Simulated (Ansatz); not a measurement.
MnO₂ (space group P4_2/mnm, No. 136). Coordinates: the input geometry of an electronic-structure calculation (not necessarily at equilibrium).

```
Mn O
1.0
     4.39830    0.00000    0.00000
     0.00000    4.39830    0.00000
     0.00000    0.00000    2.87300
Mn O
2 4
Direct
  0.00000 0.00000 0.00000
  0.50000 0.50000 0.50000
  0.30515 0.30515 0.00000
  0.19485 0.80515 0.50000
  0.69485 0.69485 0.00000
  0.80515 0.19485 0.50000
```

Describe how the polyhedra about Mn are linked (bonds: Mn–O below 2.1 Å).

Mn: MnO6 octahedron, sharing corners with eight neighbours and edges with two neighbours.

They form a three-dimensional framework of corner- and edge-sharing octahedra.

Centre to centre across a shared corner: 3.43 Å; across a shared edge: 2.87 Å.

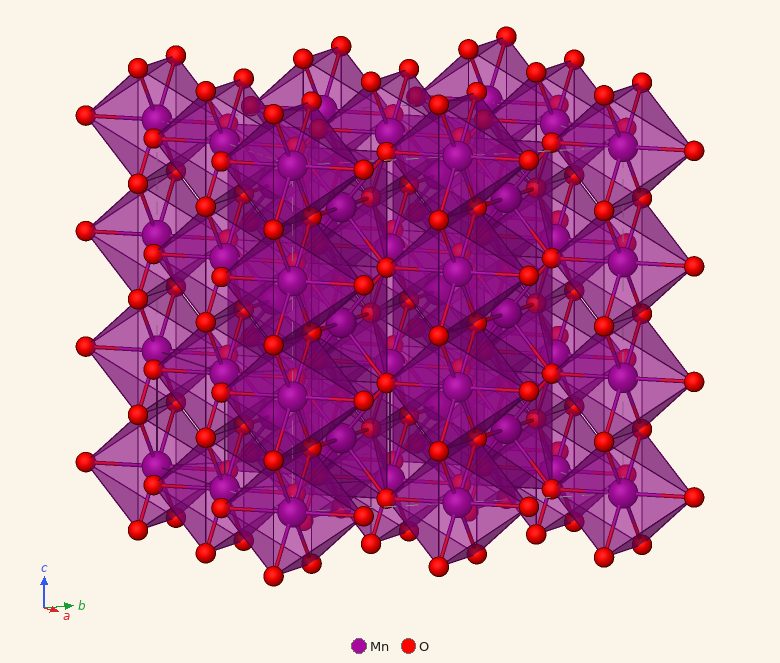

Polyhedra are drawn about Mn (bonds: Mn–O below 2.1 Å); other atoms are plain spheres.
